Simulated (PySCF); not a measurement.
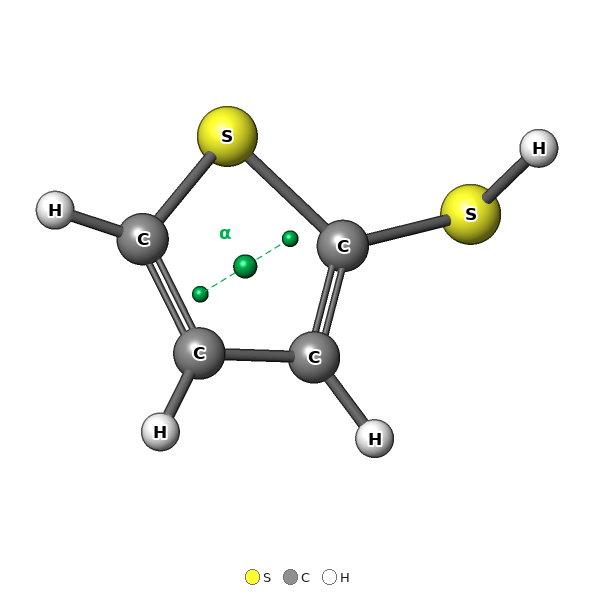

The small points mark where nucleus-independent chemical shifts (NICS) were computed: at the centre of each lettered ring and 1 Å above and below it. The geometry was computed by an optimisation with PBE0-D3(BJ)/def2-SVP. No frequency run is at hand to confirm it as a minimum. Method: GIAO PBE0/pcSseg-1 NMR shielding, non-relativistic, gas phase (PySCF 2.14.0).

Give NICS(0), NICS(1) and the out-of-plane component NICS(1)zz for each ring (means of the two sides).

| ring | members | NICS(0) | NICS(1) | NICS(1)zz |
| --- | --- | --- | --- | --- |
| α | C4S | −12.6 | −11.2 | −26.0 |

Values in ppm.

What do the values say about the ring currents?

Answer. Ring α: diatropic, as in an aromatic ring. NICS is one index among several.
